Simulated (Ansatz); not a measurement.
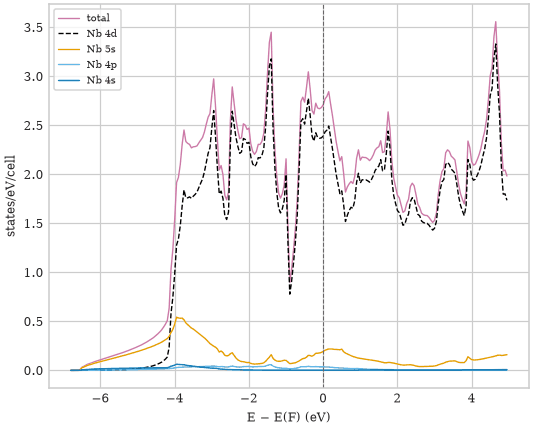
Figure: Total and projected density of states of Nb (hcp (Mg type), P6_3/mmc), plane-wave PAW r²SCAN (Ansatz code)

### Question
Which orbitals carry the states next to the Fermi level?

### Answer
Within 0.5 eV of the Fermi level: Nb 4d 88 %, Nb 5s 7 %. Projections are on Löwdin-orthogonalised atomic valence shells; empty p or d shells of many metals are not among them.

### Question
Where is the tallest occupied peak in this window, and what makes it?

### Answer
Near -1.4 eV, about 3.5 states/eV per cell; the largest projected share is Nb 4d.

The start of the workflow was typed in or built on a structure type; the Crystallography Open Database copy checked does not list it. It is not the phase usual at ambient conditions (space group No. 229). Symmetry was held in the r²SCAN relaxation; its stability against distortions is not shown here. The run is not spin-polarised. Scalar-relativistic: spin–orbit coupling is off unless named, which matters more the heavier the elements.

Potentials: the later of the program's two PAW sets.
